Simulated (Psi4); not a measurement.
# CH7AlSi (SMILES [CH3][AlH][SiH3]) at OMP2/cc-pVDZ (density fitting for correlation)

What is the energy change on altering one bond length of CH7AlSi at OMP2/cc-pVDZ (density fitting for correlation)? 

The results are computed with Psi4 1.11.

2 further runs of the same task are left out: 2 set aside as unsound or not needed. Runs told in other sessions of the task aren't counted.

## Step 1: The system as given

CH7AlSi: 10 atoms, total charge 0, spin state singlet. SMILES: `[CH3][AlH][SiH3]`. Geometry: relaxed at PBE0-D4/def2-TZVP.

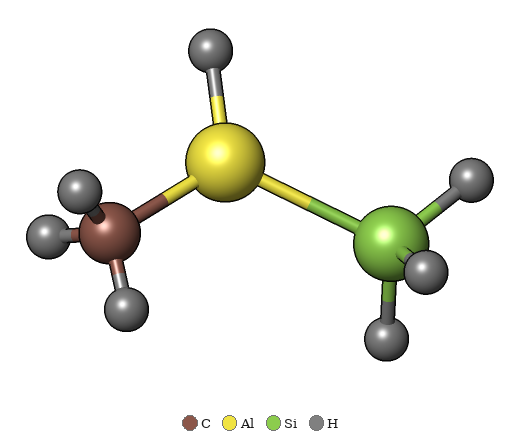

The structure, seen from a chosen angle (carbon brown, aluminium yellow, silicon green, hydrogen grey).

## Step 2: The energy at OMP2/cc-pVDZ (density fitting for correlation)

ch7alsi.in

```
memory 2200 MB

molecule {
  0 1
  C     -1.428400     0.967200    -0.792400
  Al     0.409100     0.309500    -0.720900
  Si     1.161700    -1.107300     1.145400
  H     -1.909200     0.659300    -1.727500
  H     -2.050600     0.624100     0.036600
  H     -1.438000     2.063000    -0.790400
  H      1.416900     0.709200    -1.887700
  H      0.334900    -2.347600     1.241000
  H      1.000200    -0.395000     2.448500
  H      2.586600    -1.533600     1.050400
  symmetry c1
}

set {
  basis           cc-pVDZ
  puream          true
  e_convergence   1e-09
  d_convergence   1e-08
  scf_type        pk
  num_frozen_docc 11
}

e_tot, wfn = energy("omp2", return_wfn=True)
print_variables()
```

Started as:

```console
$ psi4 -i ch7alsi.in -o ch7alsi.out -n 1
```

ch7alsi.out:

```text
[...]
  Running in c1 symmetry.
[...]
  Nuclear repulsion =  127.815678252016326
[...]
  Multiplicity = 1
[...]
  Nalpha       = 20
  Nbeta        = 20
[...]
    Number of basis functions: 85
[...]
   @RHF iter   1:  -572.68185524584010   -8.83111e-01   4.29232e-03 DIIS/ADIIS
[...]
   @RHF iter  10:  -572.77815666778270   -5.91172e-12   4.36136e-09 DIIS
[...]
    Orbital Energies [Eh]
    ---------------------
    Doubly Occupied:
       1A    -68.760306     2A    -58.470899     3A    -11.203274
       4A     -6.111538     5A     -4.888509     6A     -4.217413
       7A     -4.217339     8A     -4.216917     9A     -3.203333
      10A     -3.200453    11A     -3.200308    12A     -0.924208
      13A     -0.708521    14A     -0.548059    15A     -0.541298
      16A     -0.530095    17A     -0.470439    18A     -0.469287
      19A     -0.412685    20A     -0.361054
[...]
  @RHF Final Energy:  -572.77815666778270
   => Energetics <=
    Nuclear Repulsion Energy =            127.8156782520163262
    One-Electron Energy =               -1047.8757979813005932
    Two-Electron Energy =                 347.2819630615015285
    Total Energy =                       -572.7781566677826959
[...]
 Multipole Moments:
 ------------------------------------------------------------------------------------
     Multipole            Electronic (a.u.)      Nuclear  (a.u.)        Total (a.u.)
 ------------------------------------------------------------------------------------
 L = 1.  Multiply by 2.5417464519 to convert [e a0] to [Debye]
 Dipole X            :          2.1199355           -2.4225707           -0.3026352
 Dipole Y            :         -0.1160100            0.3413707            0.2253607
 Dipole Z            :         -0.9819976            0.7769082           -0.2050894
 Magnitude           :                                                    0.4294615
[...]
	Warning: cc_lambda option is changed to TRUE
	For this residual convergence, default PCG convergence is:     1.00e-07
[...]
	DF-MP2 Total Energy (a.u.)         :  -573.09677279883488
[...]
	DF-MP2 Total Energy (a.u.)         :  -573.09970386771249
[...]
	DF-OMP2 Total Energy (a.u.)        :  -573.09970386771329
[...]
```

Run time: 12 s. Hardware: 1 thread of Intel Xeon 6975P-C (Granite Rapids), shared host; peak memory 0.37 GiB.

## Step 3: The distorted shape, same level

calc.inp

```
memory 2200 mb

molecule m {
  0 1
  C     -2.60772190     1.42390675    -2.23620741
  Al     0.86464986     0.18103387    -2.10109199
  Si     2.28685774    -2.49633010     1.42570387
  H     -3.51630222     0.84206007    -4.00329031
  H     -3.78350949     0.77554171    -0.66962445
  H     -2.62586327     3.49466863    -2.23242796
  H      2.76911585     0.93635741    -4.30602443
  H      0.72443218    -4.84015741     1.60636169
  H      1.89010407    -0.74644182     4.62699442
  H      4.97952849    -3.30192035     1.24617989
  units bohr
  symmetry c1
  no_reorient
  no_com
}

set basis cc-pVDZ
set puream true
set e_convergence 1e-09
set d_convergence 1e-08
set scf_type pk
set num_frozen_docc 11

energy('omp2')
```

Started as:

```console
$ psi4 -i calc.inp -o calc.out -n 1
```

calc.out:

```text
[...]
  Running in c1 symmetry.
[...]
  Nuclear repulsion =  126.361924349593210
[...]
  Multiplicity = 1
[...]
  Nalpha       = 20
  Nbeta        = 20
[...]
    Number of basis functions: 85
[...]
   @RHF iter   1:  -572.64138686979686   -9.83762e-01   4.29649e-03 DIIS/ADIIS
[...]
   @RHF iter  10:  -572.74031654884391   -1.01181e-11   5.81312e-09 DIIS
[...]
    Orbital Energies [Eh]
    ---------------------
    Doubly Occupied:
       1A    -68.792005     2A    -58.478209     3A    -11.206250
       4A     -6.137144     5A     -4.895489     6A     -4.243042
       7A     -4.242679     8A     -4.242383     9A     -3.210324
      10A     -3.207482    11A     -3.207284    12A     -0.926848
      13A     -0.696563    14A     -0.550694    15A     -0.543852
      16A     -0.533907    17A     -0.479525    18A     -0.422699
      19A     -0.411096    20A     -0.362873
[...]
  @RHF Final Energy:  -572.74031654884391
   => Energetics <=
    Nuclear Repulsion Energy =            126.3619243495932096
    One-Electron Energy =               -1044.6237867809484214
    Two-Electron Energy =                 345.5215458825113615
    Total Energy =                       -572.7403165488437935
[...]
 Multipole Moments:
 ------------------------------------------------------------------------------------
     Multipole            Electronic (a.u.)      Nuclear  (a.u.)        Total (a.u.)
 ------------------------------------------------------------------------------------
 L = 1.  Multiply by 2.5417464519 to convert [e a0] to [Debye]
 Dipole X            :        -28.3357633           28.0476307           -0.2881325
 Dipole Y            :         26.9823339          -26.8916324            0.0907016
 Dipole Z            :         23.9458829          -24.5034173           -0.5575344
 Magnitude           :                                                    0.6341070
[...]
	Warning: cc_lambda option is changed to TRUE
	For this residual convergence, default PCG convergence is:     1.00e-07
[...]
	DF-MP2 Total Energy (a.u.)         :  -573.05997851528923
[...]
	DF-MP2 Total Energy (a.u.)         :  -573.06327969277766
[...]
	DF-OMP2 Total Energy (a.u.)        :  -573.06327969277561
[...]
```

Run time: 11 s. Hardware: 1 thread of Intel Xeon 6975P-C (Granite Rapids), shared host; peak memory 0.39 GiB.

## Step 4: Results

At OMP2/cc-pVDZ (density fitting for correlation), 11 core orbitals frozen:

| quantity | value |
| --- | --- |
| first shape: total energy | -573.09970 Eh |
| first shape: HOMO energy (Hartree–Fock orbitals) | -9.82 eV |
| first shape: LUMO energy (Hartree–Fock orbitals) | 1.05 eV |
| first shape: HOMO–LUMO gap (Hartree–Fock orbitals) | 10.88 eV |
| first shape: correlation energy (11 core orbitals frozen) | -321.5 mEh |
| distorted shape: total energy | -573.06328 Eh |
| distorted shape: HOMO energy (Hartree–Fock orbitals) | -9.87 eV |
| distorted shape: LUMO energy (Hartree–Fock orbitals) | 0.85 eV |
| distorted shape: HOMO–LUMO gap (Hartree–Fock orbitals) | 10.72 eV |
| distorted shape: correlation energy (11 core orbitals frozen) | -323.0 mEh |
| energy change with the Si3–H9 bond stretched from 1.494 to 1.942 Å | 0.991 eV |

In words: With the Si3–H9 bond stretched from 1.494 to 1.942 Å the energy rises by 0.99 eV (95.6 kJ/mol). The first shape isn't relaxed at this level, so the change isn't measured from a minimum. With no_com the log's rotational constants are taken about the origin, not the centre of mass, so they aren't the molecule's.
